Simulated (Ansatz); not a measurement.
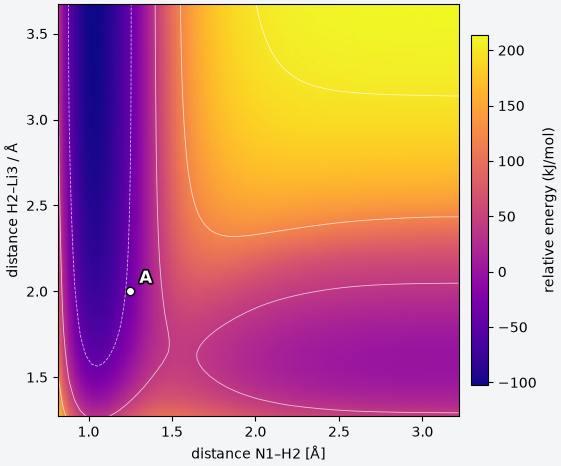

The system N + HLi, spin multiplicity 4. First axis: distance N1–H2. Second axis: distance H2–Li3. Nothing is relaxed (the angle N1–H2–Li3 is fixed at 120 degrees). The scan uses a 16 × 16 grid. Energies are in kJ/mol, from N far from the relaxed HLi (each part in its own basis). In part of the range the unrestricted reference is strongly spin-contaminated. All numbers below come from UHF-MP2, frozen core/aug-cc-pVTZ (Ansatz).

Drawn: a smooth colour map with a few white contour lines, the point A. Between grid points the surface is interpolated.

> Is A at rest? If not, where is it pushed?

A, at distance N1–H2 = 1.246 Å, distance H2–Li3 = 2.001 Å, is not a stationary point. The computed force is 360 kJ/mol for each Å towards smaller values of distance N1–H2 and 30 kJ/mol for each Å towards larger values of distance H2–Li3.
